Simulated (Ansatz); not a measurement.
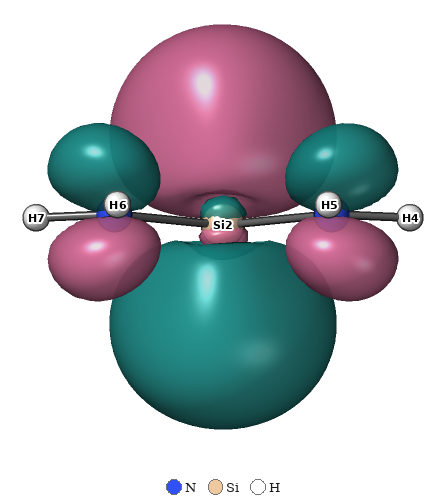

Figure 1: H4N2Si (SMILES N[Si]N). The LUMO at ±0.1 Å⁻³ᐟ² (teal and pink are the two phases), seen from one side.

Geometry: PBE0-D4/def2-TZVP.

Level of theory: RKS PBE0-D4/def2-TZVPP (Ansatz).

Input file:

```
crystal:
  periodic: [false, false, false]
  atoms:
    - {symbol: N, position_ang: [-1.218366, 0.317985, -0.353355]}
    - {symbol: Si, position_ang: [-0.179970, -1.046295, -0.427165]}
    - {symbol: N, position_ang: [1.224757, -0.398304, 0.315683]}
    - {symbol: H, position_ang: [-2.153868, 0.263686, -0.720632]}
    - {symbol: H, position_ang: [-1.015868, 1.229536, 0.029693]}
    - {symbol: H, position_ang: [1.357754, 0.533141, 0.680891]}
    - {symbol: H, position_ang: [2.046861, -0.967749, 0.429186]}
basis:
  gaussian: {orbitals: def2-TZVPP}
hamiltonian: {xc: pbe0, dispersion: d4}
output: {orbitals: {seedname: orbitals}}
```

Run with:

```sh
ansatz run in.yaml --threads 2 --pin off --events-out ev --progress --plain --max-ram 32768MiB --backend cpu
```

What is the character of this orbital?

Answer. Its weight (Hirshfeld) is mainly on Si2 (about 75 %), N1 (about 10 %) and N3 (about 10 %); it changes sign across the molecular plane (π type). Its energy is −0.26 eV.
